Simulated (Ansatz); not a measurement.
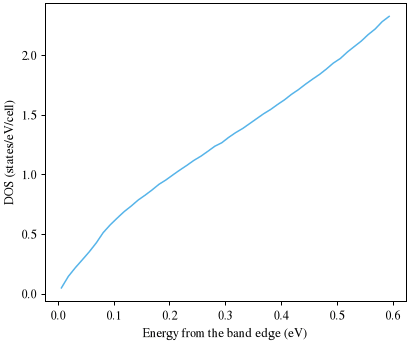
Fig. 1. Density of states of CdS (P6_3mc) below the valence band maximum, PBEsol with spin-orbit coupling, rigid bands in Ansatz (a quantum-chemistry and plane-wave program); cell volume 98.8 Å³.

Q: What effective density of states at 300 K does this give (∫ g(E) exp(−E/k_BT) dE, both spins, divided by the cell's size)?

A: 4.5e19 cm⁻³, a density-of-states mass of 1.49 mₑ, valleys and band degeneracy included.

Geometry: cell and atoms relaxed with PBEsol.
